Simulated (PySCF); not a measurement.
# MP2/ANO-RCC-VTZP (sfX2C) run of GeH2Cl2O (SMILES [OH][GeH]([Cl])[Cl])

What is the vertical singlet–triplet gap of GeH2Cl2O at MP2/ANO-RCC-VTZP (sfX2C)? Input form: a Python script.

The calculation is run with PySCF 2.14.0.

### Step 1. The molecule

GeH2Cl2O has 6 atoms, charge 0, and is taken as a singlet. As SMILES, `[OH][GeH]([Cl])[Cl]`. Geometry: relaxed at PBE0-D4/def2-TZVP. This is one conformer, not always the lowest.

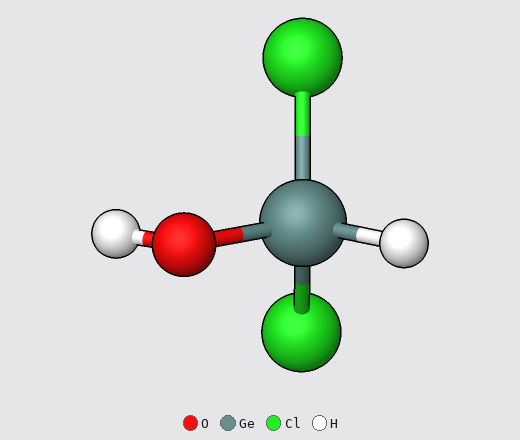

Viewed from a chosen angle; oxygen red, germanium teal, chlorine green, hydrogen white.

### Step 2. The energy at MP2/ANO-RCC-VTZP (sfX2C)

File start.xyz:

```xyz
6
Cl2GeH2O
O     -0.161000     1.291000    -0.614200
Ge    -0.065400    -0.148800     0.378900
Cl     1.948500    -0.862600     0.421700
Cl    -1.252400    -1.700600    -0.487400
H      0.126400     1.152000    -1.521000
H     -0.554000     0.204900     1.775700
```

File run.py:

```python
from pyscf import gto, mp

mol = gto.M(
    atom='start.xyz',
    verbose=4,
    spin=0,
    basis='ano-rcc-vtzp',
    max_memory=1860,
)

mf = mol.RHF()
mf = mf.x2c()
mf.conv_tol = 1e-10
mf.kernel()
if not mf.converged:
    mf = mf.newton().run(mf.mo_coeff, mf.mo_occ)

pt = mp.MP2(mf, frozen=20).run()
etot = pt.e_tot
print('Final energy', etot)
```

Run with:

```sh
$ OMP_NUM_THREADS=1 python run.py
```

The program printed:

```text
PySCF version 2.14.0

[INPUT] num. atoms = 6
[INPUT] num. electrons = 76
[INPUT] charge = 0
[INPUT] spin (= nelec alpha-beta = 2S) = 0
[INPUT] symmetry False subgroup None
[INPUT] Mole.unit = angstrom
[INPUT] Symbol           X                Y                Z      unit          X                Y                Z       unit  Magmom
[INPUT]  1 O     -0.161000000000   1.291000000000  -0.614200000000 AA   -0.304245906055   2.439636426813  -1.160669785708 Bohr   0.0
[INPUT]  2 Ge    -0.065400000000  -0.148800000000   0.378900000000 AA   -0.123588088547  -0.281191247335   0.716017228598 Bohr   0.0
[INPUT]  3 Cl     1.948500000000  -0.862600000000   0.421700000000 AA    3.682131353715  -1.630077755050   0.796897506729 Bohr   0.0
[INPUT]  4 Cl    -1.252400000000  -1.700600000000  -0.487400000000 AA   -2.366692998405  -3.213668247435  -0.921052513113 Bohr   0.0
[INPUT]  5 H      0.126400000000   1.152000000000  -1.521000000000 AA    0.238861382145   2.176964495499  -2.874273435463 Bohr   0.0
[INPUT]  6 H     -0.554000000000   0.204900000000   1.775700000000 AA   -1.046908273009   0.387204882923   3.355586679390 Bohr   0.0

nuclear repulsion = 472.386035667109
number of shells = 22
number of NR pGTOs = 525
number of NR cGTOs = 169
basis = ano-rcc-vtzp
ecp = {}

******** <class 'pyscf.x2c.sfx2c1e.sfX2C1eRHF'> ********
method = sfX2C1eRHF
initial guess = minao
damping factor = 0
level_shift factor = 0
DIIS = <class 'pyscf.scf.diis.CDIIS'>
diis_start_cycle = 1
diis_space = 8
diis_damp = 0
SCF conv_tol = 1e-10
SCF conv_tol_grad = None
SCF max_cycles = 50
direct_scf = True
direct_scf_tol = 1e-13

******** <class 'pyscf.x2c.sfx2c1e.SpinFreeX2CHelper'> ********
approx = 1e
xuncontract = 1
Set gradient conv threshold to 1e-05
Initial guess from minao.
init E= -3095.45143990416
  HOMO = -0.398429612823578  LUMO = 0.00607256807481349  gap/eV = 11.00706
cycle= 1 E= -3095.10526784304  delta_E= 0.346  |g|= 0.655  |ddm|= 3.01
  HOMO = -0.45253133089076  LUMO = 0.0347485972444046  gap/eV = 13.25956
cycle= 2 E= -3095.16932552696  delta_E= -0.0641  |g|= 0.484  |ddm|= 0.921
  HOMO = -0.460918379505844  LUMO = 0.0480612571782872  gap/eV = 13.85004
cycle= 3 E= -3095.20311887286  delta_E= -0.0338  |g|= 0.0644  |ddm|= 0.307
  HOMO = -0.464686577532952  LUMO = 0.0503370855660193  gap/eV = 14.01451
cycle= 4 E= -3095.20392184452  delta_E= -0.000803  |g|= 0.0227  |ddm|= 0.0821
  HOMO = -0.464387878161399  LUMO = 0.0504227908419908  gap/eV = 14.00871
cycle= 5 E= -3095.20409582777  delta_E= -0.000174  |g|= 0.00548  |ddm|= 0.0423
  HOMO = -0.464223001916745  LUMO = 0.050322042330661  gap/eV = 14.00148
cycle= 6 E= -3095.20411134587  delta_E= -1.55e-05  |g|= 0.00215  |ddm|= 0.0133
  HOMO = -0.464462215931238  LUMO = 0.0503643475200732  gap/eV = 14.00914
cycle= 7 E= -3095.20411349848  delta_E= -2.15e-06  |g|= 0.000834  |ddm|= 0.00421
  HOMO = -0.464491902170003  LUMO = 0.0503498314118615  gap/eV = 14.00956
cycle= 8 E= -3095.20411389927  delta_E= -4.01e-07  |g|= 0.000197  |ddm|= 0.00213
  HOMO = -0.464489877524957  LUMO = 0.0503535825775162  gap/eV = 14.00960
cycle= 9 E= -3095.20411392225  delta_E= -2.3e-08  |g|= 3.86e-05  |ddm|= 0.000528
  HOMO = -0.464497408043665  LUMO = 0.050353188339755  gap/eV = 14.00980
cycle= 10 E= -3095.20411392304  delta_E= -7.98e-10  |g|= 1.14e-05  |ddm|= 8.56e-05
  HOMO = -0.464496662048344  LUMO = 0.0503535712012551  gap/eV = 14.00979
cycle= 11 E= -3095.20411392313  delta_E= -8.32e-11  |g|= 3.03e-06  |ddm|= 2.86e-05
  HOMO = -0.464496924928809  LUMO = 0.0503535167644862  gap/eV = 14.00979
Extra cycle  E= -3095.20411392313  delta_E= -3.18e-12  |g|= 1.44e-06  |ddm|= 6.54e-06
converged SCF energy = -3095.20411392313

******** <class 'pyscf.mp.mp2.RMP2'> ********
nocc = 18, nmo = 149
frozen orbitals 20
E(RMP2) = -3096.327913766  E_corr = -1.12379984286872
E(SCS-RMP2) = -3096.25845885445  E_corr = -1.05434493132412
E_corr(same-spin) = -0.339478707828854
E_corr(oppo-spin) = -0.784321135039861
Final energy -3096.3279137659983
```

Run time: 98 s. Hardware: 1 thread of Arm Neoverse V1, shared host; peak memory 1.2 GiB.

### Step 3. The triplet at the same level

File run.py:

```python
from pyscf import gto, mp

molecule = gto.Mole()
molecule.atom = '''
O       -0.161000       1.291000      -0.614200
Ge      -0.065400      -0.148800       0.378900
Cl       1.948500      -0.862600       0.421700
Cl      -1.252400      -1.700600      -0.487400
H        0.126400       1.152000      -1.521000
H       -0.554000       0.204900       1.775700
'''
molecule.spin = 2
molecule.max_memory = 1860
molecule.basis = 'ano-rcc-vtzp'
molecule.verbose = 3
molecule.build()

myscf = molecule.UHF()
myscf = myscf.sfx2c1e()
myscf.conv_tol = 1e-10
myscf.kernel()
if not myscf.converged:
    myscf = myscf.newton().run(myscf.mo_coeff, myscf.mo_occ)

pt = mp.MP2(myscf, frozen=20).run()
e_final = pt.e_tot
print('E(%s) = %.9f' % ('MP2', e_final))
```

Run with:

```sh
$ OMP_NUM_THREADS=1 python run.py
```

The program printed:

```text
WARN: HOMO 0.00607256807481349 >= LUMO -0.398429612823578

WARN: HOMO -0.183195489327159 >= LUMO -0.283057187301286

WARN: HOMO -0.163713886207407 >= LUMO -0.230569684105504

WARN: HOMO -0.165179773313419 >= LUMO -0.204157144178657

WARN: HOMO -0.174089587596492 >= LUMO -0.192074321182903

WARN: HOMO -0.180882501033752 >= LUMO -0.185799698019666

converged SCF energy = -3094.91322445752  <S^2> = 2.0486587  2S+1 = 3.0322656
E(UMP2) = -3096.06219810527  E_corr = -1.14897364774964
E(SCS-UMP2) = -3095.98417047802  E_corr = -1.07094602050028
E(MP2) = -3096.062198105
```

Wall time 11 min (1 thread of Arm Neoverse V1, shared host); peak memory 1.8 GiB.

### Step 4. Outcome

At MP2/ANO-RCC-VTZP (sfX2C), 20 core orbitals frozen:

| quantity | value |
| --- | --- |
| singlet: total energy | -3096.32791 Eh |
| singlet: dipole moment (Hartree–Fock density) | 0.52 D |
| singlet: HOMO energy (Hartree–Fock orbitals) | -12.64 eV |
| singlet: LUMO energy (Hartree–Fock orbitals) | 1.37 eV |
| singlet: HOMO–LUMO gap (Hartree–Fock orbitals) | 14.01 eV |
| singlet: correlation energy (20 core orbitals frozen) | -1123.8 mEh |
| triplet: total energy | -3096.06220 Eh |
| triplet: dipole moment (Hartree–Fock density) | 0.43 D |
| triplet: HOMO energy (Hartree–Fock orbitals) (highest over α and β) | -5.12 eV |
| triplet: LUMO energy (Hartree–Fock orbitals) (lowest over α and β) | -4.83 eV |
| triplet: correlation energy (20 core orbitals frozen) | -1149.0 mEh |
| triplet: ⟨S²⟩ of the reference determinant | 2.049 |
| vertical energy of the triplet above the singlet | 7.230 eV |

At this shape the triplet lies 7.23 eV (167 kcal/mol) above the singlet.
